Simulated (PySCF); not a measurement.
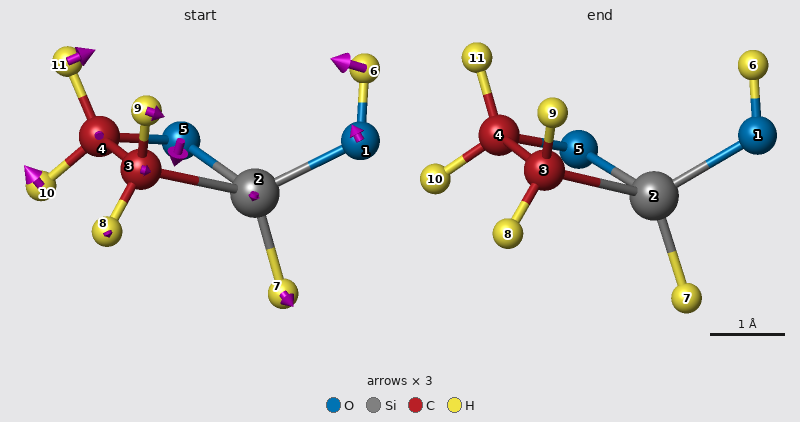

The structure of C2H6O2Si before (left) and after (right) a relaxation, at one scale. The purple arrows give the displacements, magnified 3 times.

A ball-and-stick model, seen at a tilt.

The start comes from GFN2-xTB. Its atoms were then displaced at random by about 0.01 Å.

Theory: PySCF 2.14.0, density-fitted response routines, PBE0-D3(BJ)/def2-SVP geometry optimisation, gas phase. 

**Describe what moved and what it gained.**

The energy falls by 13.8 kJ/mol in 9 geometry steps. The largest move after the best rigid fit is that of H6, 0.19 Å. Largest moves by element: H 0.19 Å, O 0.15 Å, C 0.05 Å, Si 0.04 Å. Among the contacts that change: C3–C4 1.498 → 1.544 Å, Si2–C3 1.917 → 1.882 Å, C4–O5 1.410 → 1.440 Å, Si2–H7 1.454 → 1.483 Å. Bond angles that change, for instance: O1–Si2–C3 125.2° → 120.8°, C3–Si2–O5 78.6° → 80.9°, Si2–O1–H6 119.0° → 116.8°. The run took 52 s on 1 thread of Arm Neoverse N1 (shared host).
